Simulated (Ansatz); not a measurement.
Run report: CH$_{2}$ClGa, single-point calculation

The run: single-point calculation of CH$_{2}$ClGa. Method and program: RHF-MP2, frozen core/def2-QZVPP (Ansatz 0.2.0).

The geometry comes from this level: PBE0-D4/def2-TZVP.

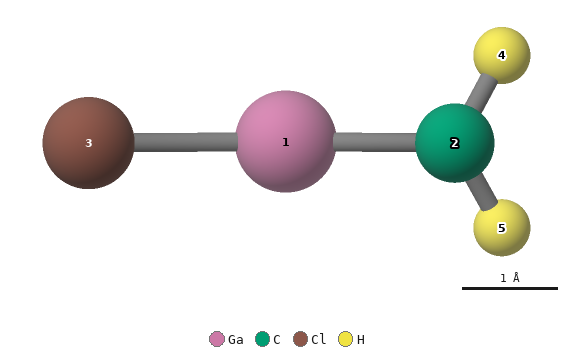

The input geometry (ball-and-stick view, seen on its broad side; atoms are numbered from 1 in the order of the input). Sticks mark near contacts. Bond lengths as drawn: Cl–Ga 2.11 Å, C–Ga 1.82 Å and C–H 1.09 Å.

Summary

```json
{"quantity": "outcome", "value": "converged"}
{"quantity": "total energy", "value": "−65924.7568 eV"}
{"quantity": "mean-field energy", "value": "−65901.3920 eV"}
{"quantity": "SCF solution under orbital rotations", "value": "stable within restricted orbitals"}
{"quantity": "hardware", "value": "4 threads of Arm Neoverse V2, 23 GiB of memory available, shared host"}
{"quantity": "wall time", "value": "6.5 s (CPU time 23 s)"}
{"quantity": "peak memory", "value": "0.91 GiB"}
```

The input
```yaml
crystal:
  periodic: [false, false, false]
  atoms:
    - {symbol: Ga, position_ang: [-0.942358, 0.237857, -1.348078]}
    - {symbol: C, position_ang: [-1.245230, -1.495669, -0.889830]}
    - {symbol: Cl, position_ang: [-1.125478, 2.338260, -1.273152]}
    - {symbol: H, position_ang: [-0.347922, -1.983483, -0.504694]}
    - {symbol: H, position_ang: [-1.712851, -2.060329, -1.698620]}
basis:
  gaussian: {orbitals: "def2-QZVPP.json"}
correlation: {method: mp2}
```

Run as:
```bash
ansatz run in.yaml --threads 4 --pin off --events-out ev --progress --plain --max-ram 9574MiB
```

The program's output
```
Functional definition: HF
  name "HF"
  cite "Fock, Z. Phys. 61, 126 (1930) doi:10.1007/BF01340294"
  parent pbe
  exchange = exact_x
  correlation = 0
1703 factors; integrals over basis functions are off by at most 8.9e-4 eV
mean field evaluation 1: about -65897.7726 eV, gradient 3.7e1 eV
mean field evaluation 2: about -65897.8400 eV, gradient 3.7e1 eV
mean field evaluation 4: about -65901.3184 eV, gradient 3.9e0 eV
mean field evaluation 8: about -65901.3864 eV, gradient 7.4e-1 eV
mean field evaluation 16: about -65901.3920 eV, gradient 2.6e-6 eV
mean field -65901.39195588 eV, -2421.8314848109 hartree, gradient 2.6e-6 eV, S^2 0.000000; 0 other end points of the search recorded, 0 dependent functions left out; unrestricted orbitals would lower it
15 core orbitals not correlated: weight in the atoms' cores, before any rotation towards them, 1.000 or more for the frozen orbitals, at most 0.000 for the correlated occupied ones
reference -65901.39195588 eV, -2421.8314848109 hartree; 13, 13 occupied and 248, 248 virtual orbitals, 1703 factors
second order -23.36487048 eV of doubles, -0.00000000 eV of singles
Total energy: -65924.75682636 eV, -2422.6901279636 hartree
```
